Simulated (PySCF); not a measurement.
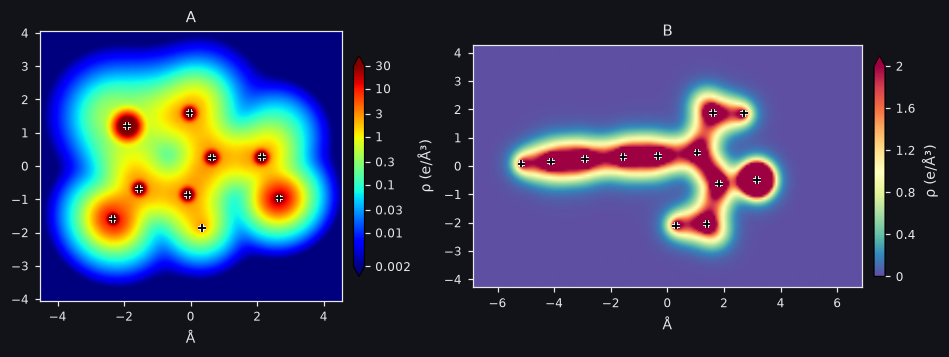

The electron density of 2 systems, each on a plane through atoms (crosses mark nuclei in the plane).

These are results of CAM-B3LYP/def2-SVPD, SCF density, gas phase in PySCF, not measurements.

System 1: C$_{8}$H$_{7}$F, the plane of atoms C4, C5 and C7. Geometry: GFN2-xTB.

| atom | x (Å) | y (Å) | z (Å) |
| --- | --- | --- | --- |
| C | 4.2683 | -0.1461 | -0.8871 |
| C | 3.0813 | -0.2225 | -0.6909 |
| C | 1.7473 | -0.3006 | -0.4663 |
| C | 0.5558 | -0.3304 | -0.2457 |
| C | -0.8295 | -0.4423 | -0.0252 |
| C | -1.4818 | -1.7121 | -0.4951 |
| C | -1.4918 | 0.5535 | 0.5762 |
| C | -0.9491 | 1.8445 | 1.0789 |
| F | -2.8282 | 0.4276 | 0.7812 |
| H | 5.3003 | -0.0792 | -1.0575 |
| H | -1.3387 | -1.8296 | -1.5688 |
| H | -1.0271 | -2.5700 | -0.0007 |
| H | -2.5461 | -1.6967 | -0.2764 |
| H | -1.1354 | 1.9342 | 2.1497 |
| H | 0.1184 | 1.9020 | 0.8908 |
| H | -1.4514 | 2.6767 | 0.5845 |

System 2: C$_{5}$H$_{6}$F$_{2}$OSi (SMILES O=C1C=C(C(F)F)C[SiH2]1), the plane of atoms C3, C2 and Si9. Geometry: GFN2-xTB.

```xyz
15

O     2.8878    0.8131   -0.9217
C     1.8454    0.3442   -0.5249
C     0.5562    1.0583   -0.5473
C    -0.4976    0.3875   -0.0781
C    -1.8870    0.9614   -0.0258
F    -1.9312    2.2546   -0.4162
F    -2.3722    0.9295    1.2443
C    -0.3372   -1.0096    0.4346
Si    1.5261   -1.3989    0.2430
H     0.5031    2.0677   -0.9252
H    -2.5962    0.3966   -0.6570
H    -0.9857   -1.6809   -0.1314
H    -0.6912   -1.0542    1.4660
H     1.7751   -2.4801   -0.7060
H     2.2002   -1.5811    1.5239
```

**Which map belongs to which system?**

Panel A is system 2, C$_{5}$H$_{6}$F$_{2}$OSi: the plane holds O, C, F, Si and H. C–O (1.21 Å): ρ at the midpoint is about 3.3 e/Å³. Panel B is system 1, C$_{8}$H$_{7}$F: the plane holds C, F and H. C–C (1.21 Å): ρ at the midpoint is about 2.7 e/Å³.
